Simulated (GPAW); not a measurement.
# Cl/Ir(100): work function by functional and basis, part 2 of 2

Aim: the work function of both faces of Cl/Ir(100), and its spread over functionals and bases.

GPAW 26.7.0; GPAW, PAW setups; slab in vacuum, relaxation (the session's first sound run).

So far, upper work function (eV): step 2 (relaxing the atoms, PBE, GPAW) 5.31; step 3 (plane waves, PBE) 5.31; step 4 (self-consistent run: xc = "revPBE") 5.20.

**5. Self-consistent run: xc = "vdW-DF2"**

The same geometry under vdW-DF2, to see how far the functional moves the levels against the vacuum (the van der Waals functionals take revPBE setups).

The input, run.py:

```python
import json
import numpy as np
from ase import Atoms
from gpaw import GPAW, PW

slab = Atoms(
    ['Ir', 'Ir', 'Ir', 'Ir', 'Cl'],
    positions=[
        [1.35765, 1.35765, 7.00000],
        [0.00000, 0.00000, 8.92000],
        [1.35765, 1.35765, 10.88298],
        [0.00000, 0.00000, 12.76278],
        [1.35765, 1.35765, 14.72677]],
    cell=[[2.71529, 0.0, 0.0], [0.0, 2.71529, 0.0], [0.0, 0.0, 21.4404]],
    pbc=[True, True, False])

slab.calc = GPAW(mode=PW(400), xc='vdW-DF2', kpts={'size': (12, 12, 1), 'gamma': True},
                 occupations={'name': 'fermi-dirac', 'width': 0.1}, nbands='160%',
                 convergence={'density': 1e-05}, maxiter=200,
                 poissonsolver={'dipolelayer': 'xy'},
                 symmetry={'tolerance': 1e-3}, txt='slab.txt')
result = {}
energy = slab.get_potential_energy()
fermi = slab.calc.get_fermi_level()
v = slab.calc.get_electrostatic_potential().mean((0, 1)) - fermi
n = slab.calc.get_pseudo_density().mean((0, 1))
L = slab.cell[2, 2]
z = np.arange(len(v)) * L / len(v)
low, high = slab.positions[:, 2].min(), slab.positions[:, 2].max()
below, above = np.interp([low - 4.8, high + 4.8], z, v)
slopes = [np.interp(x, z, np.gradient(v, z)) for x in (low - 4.8, high + 4.8)]
eps = np.array([[slab.calc.get_eigenvalues(k, s) for k in range(len(slab.calc.get_ibz_k_points()))]
                for s in range(slab.calc.get_number_of_spins())]) - fermi
top, bottom = eps[eps < 0].max(), eps[eps > 0].min()
dipole = slab.get_dipole_moment()[2]
print(f'energy {energy:.4f} eV, Fermi level {fermi:.4f} eV, dipole {dipole:.5f} e A')
print(f'potential 4.8 A off the faces, from the Fermi level: lower {below:.4f} eV, upper {above:.4f} eV')
print(f'slope of the potential there: lower {slopes[0]:.5f}, upper {slopes[1]:.5f} eV/A')
print(f'nearest levels on the mesh: {top:.4f} and {bottom:.4f} eV')
print('magnetic moment', round(slab.get_magnetic_moment(), 3))
result.update(energy=energy, fermi=fermi, dipole=dipole, below=below, above=above, slopes=slopes, edges=[top, bottom],
              z=z.tolist(), v=v.tolist(), n=n.tolist(), positions=slab.positions.tolist(),
              forces=slab.get_forces(apply_constraint=False).tolist(), moments=slab.get_magnetic_moments().tolist())
json.dump(result, open('result.json', 'w'))
```

The run is started by

```bash
$ OMP_NUM_THREADS=1 OPENBLAS_NUM_THREADS=1 python run.py
```

Log:

```text
energy -686.2063 eV, Fermi level 3.0030 eV, dipole 0.00244 e A
potential 4.8 A off the faces, from the Fermi level: lower 5.8434 eV, upper 5.7860 eV
slope of the potential there: lower -0.00114, upper 0.00037 eV/A
nearest levels on the mesh: -0.0206 and 0.0012 eV
magnetic moment 0.0
```

Wall time 2.2 min (1 thread of Arm Neoverse V2, shared host); peak memory 0.35 GiB.

This step gave:

| Item | Value |
| --- | --- |
| dipole along the normal | 0.002438 e·Å |
| levels nearest the Fermi level on the mesh | -0.02055, 0.001156 eV from the Fermi level |
| upper work function | 5.786 eV |
| lower work function | 5.843 eV |

The electrostatic potential energy of an electron (without an applied field's), less the Fermi level, planar mean oscillates, so the rows of the table below give means over windows of 1.93 Å about each position, cut where the curve ends. Its maxima inside the range that stand out by 2 % of the span (Å: eV): 7.9: -4.70, 9.9: -4.56, 11.8: -5.55, 13.8: -2.00. Its minima: 7.0: -26.1, 8.9: -26.8, 10.9: -26.9, 12.8: -26.6, 14.7: -22.6.

The electrostatic potential energy of an electron (without an applied field's), less the Fermi level, planar mean by z; means over each step:

| z (Å) | electrostatic potential energy of an electron (without an applied field's), less the Fermi level, planar mean (eV) |
| --- | --- |
| 0.96 | 5.84 |
| 2.90 | 5.84 |
| 4.83 | 5.24 |
| 6.76 | -12.9 |
| 8.69 | -14.9 |
| 10.62 | -15.0 |
| 12.55 | -15.0 |
| 14.48 | -9.45 |
| 16.41 | 4.90 |
| 18.34 | 5.78 |
| 20.27 | 5.79 |

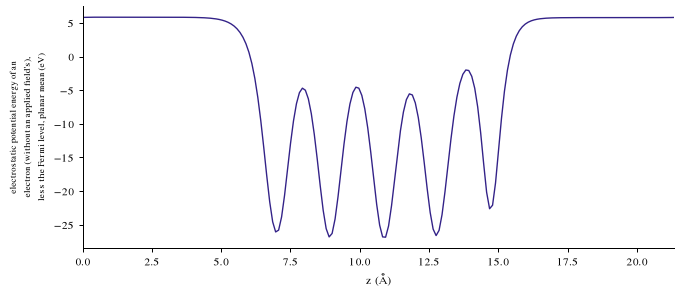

Electrostatic potential energy of an electron (without an applied field's), less the Fermi level, planar mean against z.

The upper face's work function is 5.786 eV, against 5.310 eV in the first plane-wave PBE run at this geometry.

**6. Self-consistent run: xc = "LDA"**

The same geometry under LDA, to see how far the functional moves the levels against the vacuum.

run.py, as its differences from that of step 5:

```diff
@@ -16,3 +16,3 @@
 
-slab.calc = GPAW(mode=PW(400), xc='vdW-DF2', kpts={'size': (12, 12, 1), 'gamma': True},
+slab.calc = GPAW(mode=PW(400), xc='LDA', kpts={'size': (12, 12, 1), 'gamma': True},
                  occupations={'name': 'fermi-dirac', 'width': 0.1}, nbands='160%',
```

Log:

```text
energy -42.5556 eV, Fermi level 2.7997 eV, dipole 0.01438 e A
potential 4.8 A off the faces, from the Fermi level: lower 5.9176 eV, upper 5.5666 eV
slope of the potential there: lower -0.00039, upper 0.00019 eV/A
nearest levels on the mesh: -0.0062 and 0.0438 eV
magnetic moment 0.0
```

Run time: 2 min. Hardware: 1 thread; peak memory 0.24 GiB.

Numbers from this step:

```
dipole along the normal                    : 0.01438 e·Å
levels nearest the Fermi level on the mesh : -0.006213, 0.04376 eV from the Fermi level
upper work function                        : 5.567 eV
lower work function                        : 5.918 eV
```

The upper face's work function is 5.567 eV, against 5.310 eV in the first plane-wave PBE run at this geometry.

**7. Self-consistent run: xc = "RPBE"**

The same geometry under RPBE, to see how far the functional moves the levels against the vacuum.

run.py, as its differences from that of step 6:

```diff
@@ -16,3 +16,3 @@
 
-slab.calc = GPAW(mode=PW(400), xc='LDA', kpts={'size': (12, 12, 1), 'gamma': True},
+slab.calc = GPAW(mode=PW(400), xc='RPBE', kpts={'size': (12, 12, 1), 'gamma': True},
                  occupations={'name': 'fermi-dirac', 'width': 0.1}, nbands='160%',
```

Log:

```text
energy -33.5969 eV, Fermi level 3.2097 eV, dipole 0.00888 e A
potential 4.8 A off the faces, from the Fermi level: lower 5.4229 eV, upper 5.2070 eV
slope of the potential there: lower -0.00053, upper 0.00020 eV/A
nearest levels on the mesh: -0.0028 and 0.0358 eV
magnetic moment 0.0
```

It took 2 min on 1 thread; peak memory 0.24 GiB.

Numbers from this step:

| Property | Result |
| --- | --- |
| dipole along the normal | 0.008882 e·Å |
| levels nearest the Fermi level on the mesh | -0.002800, 0.03581 eV from the Fermi level |
| upper work function | 5.207 eV |
| lower work function | 5.423 eV |

The electrostatic potential energy of an electron (without an applied field's), less the Fermi level, planar mean oscillates, so the rows of the table below give means over windows of 1.93 Å about each position, cut where the curve ends. Its maxima inside the range that stand out by 2 % of the span (Å: eV): 7.9: -4.41, 9.9: -4.28, 11.8: -5.29, 13.8: -1.87. Its minima: 7.0: -26.0, 8.9: -26.7, 10.9: -26.7, 12.8: -26.5, 14.7: -22.9.

The electrostatic potential energy of an electron (without an applied field's), less the Fermi level, planar mean by z; means over each step:

| z (Å) | electrostatic potential energy of an electron (without an applied field's), less the Fermi level, planar mean (eV) |
| --- | --- |
| 0.96 | 5.41 |
| 2.90 | 5.42 |
| 4.83 | 4.91 |
| 6.76 | -12.8 |
| 8.69 | -14.7 |
| 10.62 | -14.8 |
| 12.55 | -14.8 |
| 14.48 | -9.57 |
| 16.41 | 4.39 |
| 18.34 | 5.21 |
| 20.27 | 5.21 |

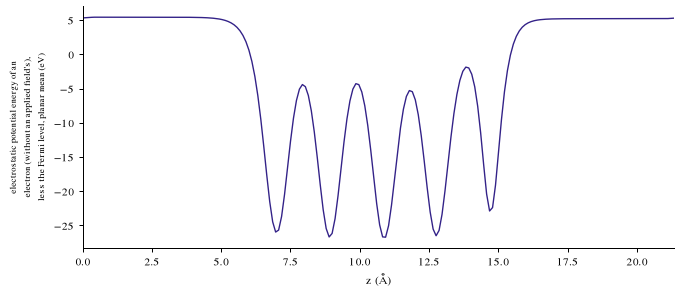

Electrostatic potential energy of an electron (without an applied field's), less the Fermi level, planar mean, plotted against z.

The upper face's work function is 5.207 eV, against 5.310 eV in the first plane-wave PBE run at this geometry.

**8. OptPBE vdW: xc = "optPBE-vdW"**

The same geometry under optPBE-vdW, to see how far the functional moves the levels against the vacuum (the van der Waals functionals take revPBE setups).

run.py, as its differences from that of step 7:

```diff
@@ -16,3 +16,3 @@
 
-slab.calc = GPAW(mode=PW(400), xc='RPBE', kpts={'size': (12, 12, 1), 'gamma': True},
+slab.calc = GPAW(mode=PW(400), xc='optPBE-vdW', kpts={'size': (12, 12, 1), 'gamma': True},
                  occupations={'name': 'fermi-dirac', 'width': 0.1}, nbands='160%',
```

Log:

```text
energy -107.2711 eV, Fermi level 2.9750 eV, dipole 0.00660 e A
potential 4.8 A off the faces, from the Fermi level: lower 5.7324 eV, upper 5.5724 eV
slope of the potential there: lower -0.00070, upper 0.00021 eV/A
nearest levels on the mesh: -0.0052 and 0.0245 eV
magnetic moment 0.0
```

The job ended after 2.3 min (1 thread; peak memory 0.35 GiB).

This step gave:

```yaml
dipole_along_the_normal: 0.006605 e·Å
levels_nearest_the_fermi_level_on_the_mesh: -0.005190, 0.02452 eV from the Fermi level
upper_work_function: 5.572 eV
lower_work_function: 5.732 eV
```

The electrostatic potential energy of an electron (without an applied field's), less the Fermi level, planar mean oscillates, so the rows of the table below give means over windows of 1.93 Å about each position, cut where the curve ends. Its maxima inside the range that stand out by 2 % of the span (Å: eV): 7.9: -4.37, 9.9: -4.22, 11.8: -5.23, 13.8: -1.78. Its minima: 7.0: -25.8, 8.9: -26.5, 10.9: -26.5, 12.8: -26.3, 14.7: -22.7.

Table of electrostatic potential energy of an electron (without an applied field's), less the Fermi level, planar mean by z; means over each step:

| z (Å) | electrostatic potential energy of an electron (without an applied field's), less the Fermi level, planar mean (eV) |
| --- | --- |
| 0.96 | 5.72 |
| 2.90 | 5.73 |
| 4.83 | 5.17 |
| 6.76 | -12.7 |
| 8.69 | -14.6 |
| 10.62 | -14.7 |
| 12.55 | -14.7 |
| 14.48 | -9.42 |
| 16.41 | 4.71 |
| 18.34 | 5.57 |
| 20.27 | 5.57 |

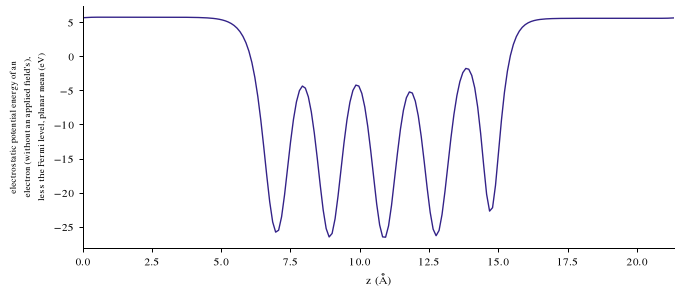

Electrostatic potential energy of an electron (without an applied field's), less the Fermi level, planar mean against z.

The upper face's work function is 5.572 eV, against 5.310 eV in the first plane-wave PBE run at this geometry.

**9. Real-space grid: mode = "fd"**

A real-space grid is a second complete basis, so it checks the plane-wave result.

run.py, as its differences from that of step 8:

```diff
@@ -3,3 +3,3 @@
 from ase import Atoms
-from gpaw import GPAW, PW
+from gpaw import GPAW
 
@@ -16,3 +16,3 @@
 
-slab.calc = GPAW(mode=PW(400), xc='optPBE-vdW', kpts={'size': (12, 12, 1), 'gamma': True},
+slab.calc = GPAW(mode='fd', h=0.18, xc='PBE', kpts={'size': (12, 12, 1), 'gamma': True},
                  occupations={'name': 'fermi-dirac', 'width': 0.1}, nbands='160%',
```

Log:

```text
energy -36.5806 eV, Fermi level -5.4406 eV, dipole 0.01085 e A
potential 4.8 A off the faces, from the Fermi level: lower 5.5736 eV, upper 5.3075 eV
slope of the potential there: lower -0.00041, upper 0.00004 eV/A
nearest levels on the mesh: -0.0037 and 0.0393 eV
magnetic moment 0.0
```

The job ended after 13 min (1 thread; peak memory 1.2 GiB).

Numbers from this step:

* dipole along the normal: 0.01085 e·Å
* levels nearest the Fermi level on the mesh: -0.003711, 0.03933 eV from the Fermi level
* upper work function: 5.307 eV
* lower work function: 5.574 eV

The electrostatic potential energy of an electron (without an applied field's), less the Fermi level, planar mean oscillates, so the rows of the table below give means over windows of 1.97 Å about each position, cut where the curve ends. Its maxima inside the range that stand out by 2 % of the span (Å: eV): 8.0: -4.31, 9.9: -4.15, 11.8: -5.21, 13.8: -1.75. Its minima: 7.0: -25.9, 8.9: -26.6, 10.9: -26.8, 12.8: -26.4, 14.7: -23.0.

The electrostatic potential energy of an electron (without an applied field's), less the Fermi level, planar mean by z; means over each step:

| z (Å) | electrostatic potential energy of an electron (without an applied field's), less the Fermi level, planar mean (eV) |
| --- | --- |
| 0.98 | 5.57 |
| 2.96 | 5.57 |
| 4.93 | 4.87 |
| 6.90 | -13.1 |
| 8.87 | -14.5 |
| 10.84 | -14.7 |
| 12.80 | -14.2 |
| 14.78 | -8.48 |
| 16.75 | 5.03 |
| 18.71 | 5.31 |
| 20.69 | 5.31 |

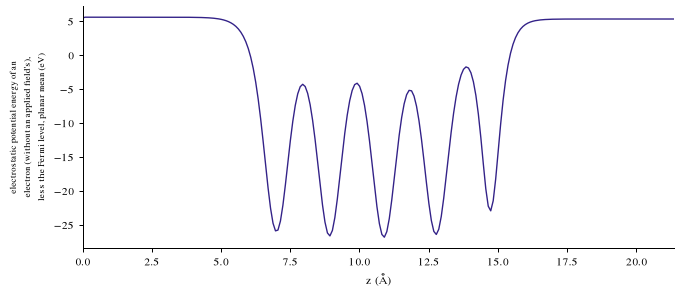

Electrostatic potential energy of an electron (without an applied field's), less the Fermi level, planar mean, plotted against z.

The upper face's work function is 5.307 eV, against 5.310 eV in the first plane-wave PBE run at this geometry.

**10. Atomic orbitals: mode = "lcao"**

Atom-centred orbitals end a few angstrom from the surface, which tests how much the density's tail matters.

run.py, as its differences from that of step 9:

```diff
@@ -16,4 +16,4 @@
 
-slab.calc = GPAW(mode='fd', h=0.18, xc='PBE', kpts={'size': (12, 12, 1), 'gamma': True},
-                 occupations={'name': 'fermi-dirac', 'width': 0.1}, nbands='160%',
+slab.calc = GPAW(mode='lcao', basis='dzp', h=0.18, xc='PBE', kpts={'size': (12, 12, 1), 'gamma': True},
+                 occupations={'name': 'fermi-dirac', 'width': 0.1}, nbands='120%',
                  convergence={'density': 1e-05}, maxiter=200,
```

Log:

```text
energy -34.9788 eV, Fermi level -5.4540 eV, dipole 0.01273 e A
potential 4.8 A off the faces, from the Fermi level: lower 5.6101 eV, upper 5.2977 eV
slope of the potential there: lower -0.00038, upper -0.00000 eV/A
nearest levels on the mesh: -0.0074 and 0.0236 eV
magnetic moment 0.0
```

Run time: 15 min. Hardware: 1 thread; peak memory 0.39 GiB.

This step gave:

```yaml
dipole_along_the_normal: 0.01273 e·Å
levels_nearest_the_fermi_level_on_the_mesh: -0.007405, 0.02359 eV from the Fermi level
upper_work_function: 5.298 eV
lower_work_function: 5.610 eV
```

The upper face's work function is 5.298 eV, against 5.310 eV in the first plane-wave PBE run at this geometry.

**11. Cost and result by level**

Times are for 1 thread of Arm Neoverse V2, shared host. The series side by side:

| no. | run | upper work function (eV) | lower work function (eV) | time | memory (GiB) |
| --- | --- | --- | --- | --- | --- |
| 1 | pw | 5.310 | 5.573 | 2 min | 0.24 |
| 2 | revPBE | 5.205 | 5.442 | 2 min | 0.24 |
| 3 | vdW DF2 | 5.786 | 5.843 | 2.2 min | 0.35 |
| 4 | LDA | 5.567 | 5.918 | 2 min | 0.24 |
| 5 | RPBE | 5.207 | 5.423 | 2 min | 0.24 |
| 6 | optPBE vdW | 5.572 | 5.732 | 2.3 min | 0.35 |
| 7 | fd | 5.307 | 5.574 | 13 min | 1.2 |
| 8 | lcao | 5.298 | 5.610 | 15 min | 0.39 |

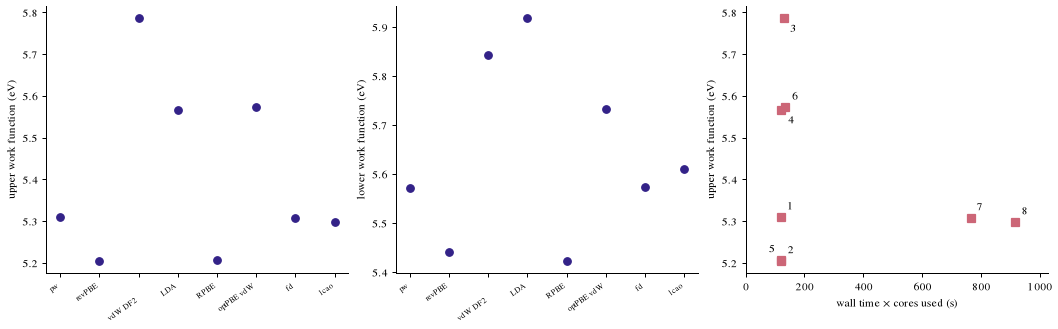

The series as plots; the last panel sets the first result against cost, with the runs numbered as in the table.

**12. Side by side**

Results and costs are gathered.

This step: comparison of work functions, dipole and cost (GPAW 26.7.0).

Ladder, by row:

| step | code | work function, upper (eV) | work function, lower (eV) | dipole (e Å) | wall time (s) | peak memory (GiB) | threads |
| --- | --- | --- | --- | --- | --- | --- | --- |
| pw | GPAW | 5.31 | 5.573 | 0.0108 | 121.5 | 0.24 | 1 |
| revPBE | GPAW | 5.205 | 5.442 | 0.009742 | 122 | 0.24 | 1 |
| vdW-DF2 | GPAW | 5.786 | 5.843 | 0.002438 | 130.4 | 0.35 | 1 |
| LDA | GPAW | 5.567 | 5.918 | 0.01438 | 121.7 | 0.24 | 1 |
| RPBE | GPAW | 5.207 | 5.423 | 0.008882 | 121.4 | 0.24 | 1 |
| optPBE-vdW | GPAW | 5.572 | 5.732 | 0.006605 | 135.4 | 0.35 | 1 |
| fd | GPAW | 5.307 | 5.574 | 0.01085 | 764.5 | 1.23 | 1 |
| lcao | GPAW | 5.298 | 5.61 | 0.01273 | 916.8 | 0.39 | 1 |

**13. Summary of results**

```json
{
 "work function, upper and lower face": "5.310 and 5.573 eV",
 "dipole along the normal": "0.0108 e Å"
}
```

In words: With plane waves and PBE the work function is 5.31 eV on the upper face and 5.57 eV on the lower. The two faces differ by 0.26 eV, the step that the slab's dipole makes (e p/(ε0 A) gives 0.27 eV), so the dipole layer is needed. Over the sound runs of the table the upper face's work function spans 5.205 (revPBE) to 5.786 eV (vdW-DF2). The cell of 7.37 Å² holds one Cl, started on one chosen site; other sites and coverages weren't tried. The in-plane lattice was kept as typed, which isn't the functional's own and leaves some strain; spin-orbit coupling and temperature are left out.

[Logs are printed without paths, hosts, clocks, repeated set-up lines and the standing remarks that a program may print on its own settings, such as how far it seeks lower states.]

[Hosts, paths, dates, database ids (printed as entryN), source tags and the programs' standing remarks are cut or masked in the printed files.]
